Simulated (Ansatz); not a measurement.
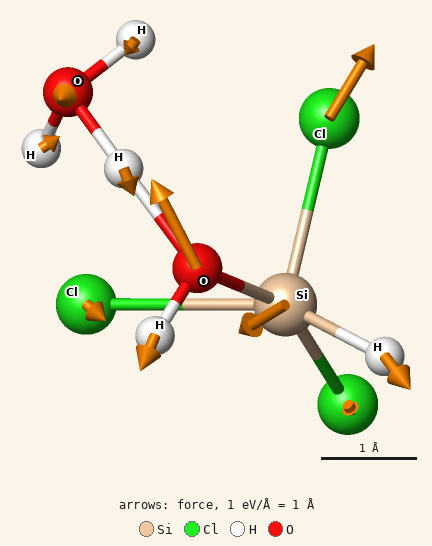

Starting geometry of SiH5O2Cl3 with the computed forces as orange arrows. The picture is a ball-and-stick view, seen from a free direction.

The reaction that was planned forms Si1–O7, H6–O9, Cl2–H8 and breaks Si1–Cl2, H6–O7, H8–O9 (atoms numbered from 1 in input order).

The calculation used Ansatz, RKS PBE0-D4/def2-SVP. Settings: held fixed: the distance between atoms 1 (Si) and 7 (O), the distance between atoms 6 (H) and 9 (O), the distance between atoms 2 (Cl) and 8 (H), the distance between atoms 1 (Si) and 2 (Cl), the distance between atoms 6 (H) and 7 (O), the distance between atoms 8 (H) and 9 (O), counting from 1; force threshold 0.04 eV/Å; at most 150 steps.

**What follows when this structure is relaxed?**

It isn't relaxed: the largest force vector, on an O atom, is 1.08 eV/Å. The final displacements have little in common with the starting forces (cosine between the two patterns 0.10). Over 9 geometry steps the energy falls by 15.4 kJ/mol. Largest force component: 0.69 eV/Å at the start, 0.037 eV/Å at the end. An H atom moves most after the best rigid fit: 0.63 Å. By element the largest moves are H 0.63 Å, Cl 0.42 Å, O 0.20 Å, Si 0.01 Å. Some distances before and after: Cl–Si 2.063 → 2.122 Å, H–Si 1.463 → 1.487 Å, Cl–Si 2.099 → 2.115 Å, H–O 0.958 → 0.967 Å. Among the angles between lasting bonds that change: Cl–Si–H 154.6° → 123.9°, Cl–Si–H 107.4° → 126.6°, Cl–Si–O 159.5° → 174.6°. The run took about 80 core-seconds on a shared host.
